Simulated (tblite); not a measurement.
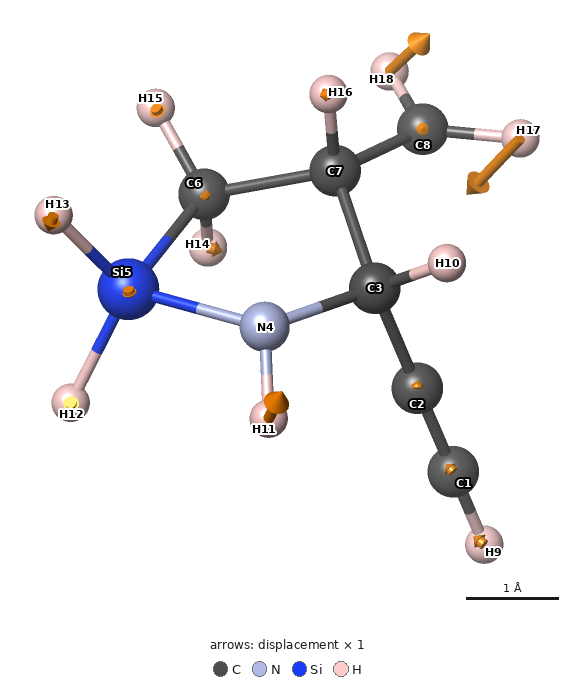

This is a relaxation of C6H10NSi (multiplicity 2). The starting structure is drawn; orange arrows show the displacements, at their true length. The two geometries are superimposed by the best rigid fit.

A ball-and-stick model, seen at a tilt.

The calculation used GFN2-xTB geometry optimisation, gas phase (tblite). 

Which element moves most?

Answer. Hydrogen: up to 1.09 Å, against 0.12 Å for silicon.

What happened in the run?

Answer. After 116 geometry steps the energy has fallen by 31.4 kJ/mol. The atom that moves furthest after the best rigid fit is H17 (1.09 Å). By element the largest moves are H 1.09 Å, Si 0.12 Å, C 0.12 Å, N 0.06 Å. Among the contacts that change: C7–C8 1.502 → 1.463 Å, C3–C7 1.582 → 1.546 Å, C2–C3 1.478 → 1.454 Å, C7–H16 1.116 → 1.095 Å. Among the angles between lasting bonds that change: Si5–N4–H11 110.6° → 124.8°, N4–Si5–H12 108.7° → 116.9°, H12–Si5–H13 116.3° → 111.6°.
